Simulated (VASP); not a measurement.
# A VASP study of Ge2SeO (PBE + D3): structure first, properties next

What structure does Ge2SeO take at this level, and what are its properties? The steps: first try, rough relaxation of the start cell, relaxing cell and atoms (PBE + D3), second relaxation, single point with fields (PBE + D3), bands along the symmetry lines (PBE + D3), total and projected DOS (PBE + D3) and bands along the symmetry lines (PBE + D3 + SOC). The cell is invented: it takes the structure of a Materials Project entry for GeSe (space group 225 there), with some of its atoms replaced by other elements, volume scaled by an estimate. It may not be a known or stable phase.

Program: VASP 6.6.1. Level of theory: PBE with D3; plane waves and PAW (Se, Ge_d, O). Results are calculated unless marked as measured.

## Step 1: The starting structure

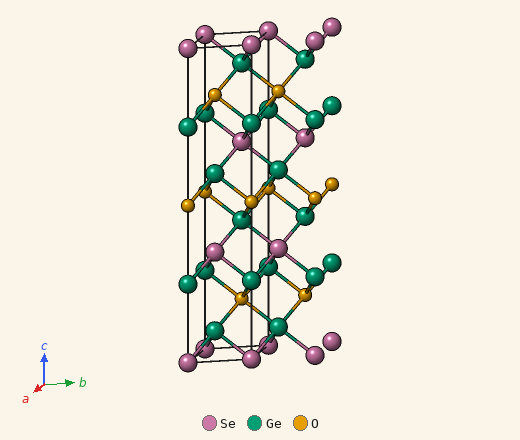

Start, viewed slightly off an axis; selenium pink, germanium teal, oxygen orange. 1×2×1 cells are drawn. This picture shows the conventional cell, with its axes. Bonds to atoms that aren't drawn are left out. Some periodic images of atoms are drawn too.

Coordinates:

```
Se Ge O
1.0
     1.83334    1.05848    5.98766
    -1.83334    1.05848    5.98766
     0.00000   -2.11696    5.98766
Se Ge O
1 2 1
Direct
  0.00000 0.00000 0.00000
  0.75000 0.75000 0.75000
  0.25000 0.25000 0.25000
  0.50000 0.50000 0.50000
```

## Step 2: First try

This run is made with a changed input; what comes of it follows.

INCAR reads:

```
SYSTEM = Ge2SeO
PREC = Accurate
ENCUT = 520
EDIFF = 1E-06
NELM = 59
ISMEAR = -1
SIGMA = 5
LREAL = .FALSE.
ALGO = Normal
GGA = PE
IVDW = 11
NBANDS = 26
LORBIT = 11
LWAVE = .FALSE.
LCHARG = .FALSE.
KPAR = 2
IBRION = 2
NSW = 30
ISIF = 3
EDIFFG = -0.01
```

POSCAR reads:

```
Ge2SeO
1.0
    1.8333380000      1.0584780000      5.9876580000
   -1.8333380000      1.0584780000      5.9876580000
    0.0000000000     -2.1169570000      5.9876580000
Se Ge O
1 2 1
Direct
    0.0000000000      0.0000000000      0.0000000000
    0.7500000000      0.7500000000      0.7500000000
    0.2500000000      0.2500000000      0.2500000000
    0.5000000000      0.5000000000      0.5000000000
```

KPOINTS reads:

```
Automatic mesh
0
Gamma
6 6 6
0 0 0
```

PAW data sets: Se, Ge_d and O (PBE family, release 64).

Started as:

```bash
mpirun -np 2 vasp_std
```

Log:

```text
[banner, memory and clock lines left out]
running    2 mpi-ranks, on    1 nodes
[...]
LDA part: xc-table for (Slater+PW92), standard interpolation
 POSCAR, INCAR and KPOINTS ok, starting setup
[...]
entering main loop
       N       E                     dE             d eps       ncg     rms          rms(c)
DAV:   1     0.304180667891E+03    0.30418E+03   -0.20358E+04  1930   0.367E+03
DAV:   2    -0.648702768224E+01   -0.31067E+03   -0.29860E+03  1728   0.697E+02
DAV:   3    -0.674765175773E+02   -0.60989E+02   -0.58094E+02  1970   0.182E+02
DAV:   4    -0.721215882910E+02   -0.46451E+01   -0.43137E+01  1940   0.449E+01
[...]
DAV:  20    -0.724505010207E+02   -0.20651E-05   -0.20661E-05   858   0.930E-04    0.961E-05
DAV:  21    -0.724505025057E+02   -0.14851E-05   -0.14887E-05   856   0.748E-04    0.883E-05
DAV:  22    -0.724505034706E+02   -0.96491E-06   -0.96437E-06   852   0.540E-04
|                                                                             |
|           W    W    AA    RRRRR   N    N  II  N    N   GGGG   !!!           |
|           W    W   A  A   R    R  NN   N  II  NN   N  G    G  !!!           |
|           W    W  A    A  R    R  N N  N  II  N N  N  G       !!!           |
|           W WW W  AAAAAA  RRRRR   N  N N  II  N  N N  G  GGG   !            |
|           WW  WW  A    A  R   R   N   NN  II  N   NN  G    G                |
|           W    W  A    A  R    R  N    N  II  N    N   GGGG   !!!           |
|                                                                             |
|     Your highest band is occupied at some k-points! Unless you are          |
|     performing a calculation for an insulator or semiconductor, without     |
|     unoccupied bands, you have included TOO FEW BANDS!! Please increase     |
|     the parameter NBANDS in file INCAR to ensure that the highest band      |
|     is unoccupied at all k-points. It is always recommended to include      |
|     a few unoccupied bands to accelerate the convergence of                 |
|     molecular-dynamics runs (even for insulators or semiconductors),        |
|     since the presence of unoccupied bands improves wavefunction            |
|     prediction and helps to suppress 'band-crossings'.                      |
|                                                                             |

   1 F= -.73167883E+02 E0= -.28634842E+02  d E =-.731679E+02
[...]
N       E                     dE             d eps       ncg     rms          rms(c)
DAV:   1    -0.220653074302E+03   -0.14820E+03   -0.77941E+03  1852   0.257E+03    0.896E+01
DAV:   2    -0.131055562524E+03    0.89598E+02   -0.45035E+02  2004   0.191E+02    0.377E+01
DAV:   3    -0.881347172212E+02    0.42921E+02   -0.80494E+01  1670   0.699E+01    0.315E+01
DAV:   4    -0.856901813570E+02    0.24445E+01   -0.39551E+00  1696   0.167E+01    0.208E+01
DAV:   5    -0.819576323465E+02    0.37325E+01   -0.40001E+00  2036   0.108E+01    0.608E+00
DAV:   6    -0.816566774925E+02    0.30095E+00   -0.12343E+00  1666   0.894E+00    0.429E+00
 hard stop encountered!  aborting job ...
|                                                                             |
|           W    W    AA    RRRRR   N    N  II  N    N   GGGG   !!!           |
|           W    W   A  A   R    R  NN   N  II  NN   N  G    G  !!!           |
|           W    W  A    A  R    R  N N  N  II  N N  N  G       !!!           |
|           W WW W  AAAAAA  RRRRR   N  N N  II  N  N N  G  GGG   !            |
|           WW  WW  A    A  R   R   N   NN  II  N   NN  G    G                |
|           W    W  A    A  R    R  N    N  II  N    N   GGGG   !!!           |
|                                                                             |
|     The electronic self-consistency was not achieved in the given           |
|     number of steps (NELM). The forces and other quantities evaluated       |
|     might not be reliable so examine the results carefully. If you find     |
|     spurious results, we suggest increasing NELM, if you were close to      |
|     convergence or switching to a different ALGO or adjusting the           |
|     density mixing parameters otherwise.                                    |
|                                                                             |

 soft stop encountered!  aborting job ...
|                                                                             |
|           W    W    AA    RRRRR   N    N  II  N    N   GGGG   !!!           |
|           W    W   A  A   R    R  NN   N  II  NN   N  G    G  !!!           |
|           W    W  A    A  R    R  N N  N  II  N N  N  G       !!!           |
|           W WW W  AAAAAA  RRRRR   N  N N  II  N  N N  G  GGG   !            |
|           WW  WW  A    A  R   R   N   NN  II  N   NN  G    G                |
|           W    W  A    A  R    R  N    N  II  N    N   GGGG   !!!           |
|                                                                             |
|     Your highest band is occupied at some k-points! Unless you are          |
|     performing a calculation for an insulator or semiconductor, without     |
|     unoccupied bands, you have included TOO FEW BANDS!! Please increase     |
|     the parameter NBANDS in file INCAR to ensure that the highest band      |
|     is unoccupied at all k-points. It is always recommended to include      |
|     a few unoccupied bands to accelerate the convergence of                 |
|     molecular-dynamics runs (even for insulators or semiconductors),        |
|     since the presence of unoccupied bands improves wavefunction            |
|     prediction and helps to suppress 'band-crossings'.                      |
|                                                                             |

   2 F= -.82262635E+02 E0= -.34096631E+02  d E =-.963320E+02
 deleting file STOPCAR
```

Wall time 4.2 min (2 MPI ranks of AMD EPYC 7R43, shared host); peak memory 0.66 GiB.

The logs omit lines about the potential files and the build; timing stands in the text.

The run was stopped at its time limit, by a STOPCAR file.

By then 1 ionic step had been finished.

The fault in the input: smearing far too wide (ISMEAR = -1 and SIGMA = 5.0). Lower SIGMA until the entropy term is about 1 meV an atom.

(Continued in part 2 of 5.)

[Lines on the potential files, build, host, timing and source positions are cut from VASP's logs without a mark.]

[Logs are printed without paths, hosts, clocks, repeated set-up lines and the standing remarks that a program may print on its own settings, such as how far it seeks lower states.]

[Hosts, paths, dates, database ids (printed as entryN), source tags and the programs' standing remarks are cut or masked in the printed files.]

[A measured line is paired with the nearest computed mode of its activity, which favours agreement.]

[In band tables of VASP the shares of atoms and orbitals are scaled to a sum of 1 inside the atoms' spheres.]
